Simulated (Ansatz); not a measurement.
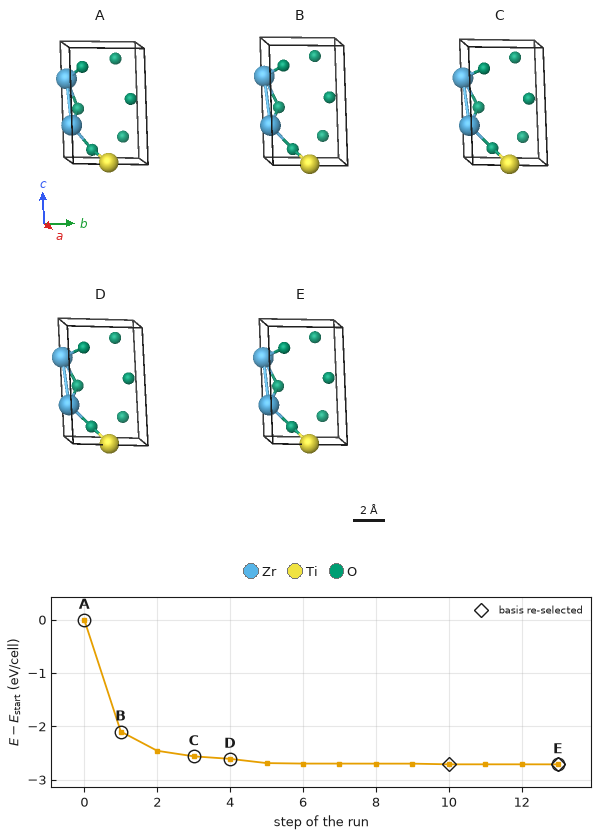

Frames of a relaxation of solid Zr2TiO6 (a generated structure, set up in P1) (coarse preliminary run), marked on the history of the run. Style: ball-and-stick. Shown: the cell of the calculation, slightly off an axis.

Level of theory: DFT PBE, scalar-relativistic, plane waves, PAW (Ansatz).

Input file:
```yaml
crystal:
  lattice:
    - [0.0567261982, 3.1869998762, 0.0347137011]
    - [-0.1742658895, 0.0500098542, 4.9212445542]
    - [7.3970052721, -1.460695488, -0.0078104672]
  atoms:
    - { symbol: Zr, position: [0.409887926, 1.0191970361, 0.698545323] }
    - { symbol: Zr, position: [0.6550246728, 0.0375980843, 0.3121740594] }
    - { symbol: Ti, position: [0.9551432635, 0.4795203965, 0.0104788713] }
    - { symbol: O, position: [0.4242858856, 0.6803705779, 0.8783997221] }
    - { symbol: O, position: [0.8382281448, 0.8159058673, 0.5554963049] }
    - { symbol: O, position: [0.1665064512, 0.7785993421, 0.1924855805] }
    - { symbol: O, position: [0.8535798752, 0.1827897995, 0.827694214] }
    - { symbol: O, position: [0.1588633663, 0.1907348774, 0.4279444289] }
    - { symbol: O, position: [0.5384804145, 0.315284019, 0.0967814958] }
basis:
  ecutwfc: 420
kpoints:
  mp_grid: { grid: [4, 4, 4] }
hamiltonian:
  xc: pbe
scf:
  occupations: { method: gaussian, width: 0.1 }
  lower_state_search: "off"
output:
  forces: true
  stress: true
  eigenvalues: true
relax:
  adjacent_minimum: "off"
  f_tol: 0.025
  max_steps: 60
  cell: { stress_tol: 0.25 }
```

Launched with:
```bash
ansatz run input.yaml --threads 4 --pin off --max-ram 8192MiB --backend cpu --events-out ev --progress --plain --runs-dir out
```

Describe the path.

The largest move relative to the cell is that of O7, 0.30 Å roughly along [3 2 −1]. Largest moves by element: O 0.30 Å, Zr 0.22 Å, Ti 0.18 Å. Cell: a 3.188 → 3.240 Å (+1.6 %), b 4.925 → 4.914 Å (−0.2 %), c 7.540 → 7.635 Å (+1.3 %), α 92.2° → 92.6°, β 100.2° → 102.2°, γ 88.8° → 90.0°. Volume +1.9 %. Near-neighbour distances that change, for instance: Zr1–O7 1.761 → 2.136 Å, Ti3–O9 2.022 → 2.362 Å, Zr2–O8 1.848 → 2.096 Å, Ti3–O4 2.060 → 1.833 Å. Among the angles between lasting bonds that change: Zr1–O7–Ti3 119.0° → 139.7°, Zr1–O7–Ti3 137.1° → 120.9°, O7–Ti3–O9 82.4° → 95.8°. The space group (tolerance 0.01 Å) goes from P1 (No. 1) to C2 (No. 5). After 11 accepted moves (13 points after the start) the energy has fallen by 2.710 eV per cell of the calculation. Largest force component: 5.6 eV/Å at the start, 0.0026 eV/Å at the end. The pressure goes from 10.11 to 0.01 GPa. At 2 points the geometry stayed and the basis and grid were re-selected for the new cell (energy shift of 12.9 meV per cell of the calculation at most each time). From step 0 to 1: O5 moves most (0.19 Å), volume +2.0 %, energy −2.095 eV per cell of the calculation. From step 1 to 3: O atoms move most (0.15 Å), volume −0.8 %, energy −0.465 eV per cell of the calculation. From step 3 to 4: Ti3 moves most (0.20 Å), volume +1.8 %, energy −47.6 meV per cell of the calculation. From step 4 to 13: Ti3 moves most (0.08 Å), volume −1.0 %, energy −0.103 eV per cell of the calculation.
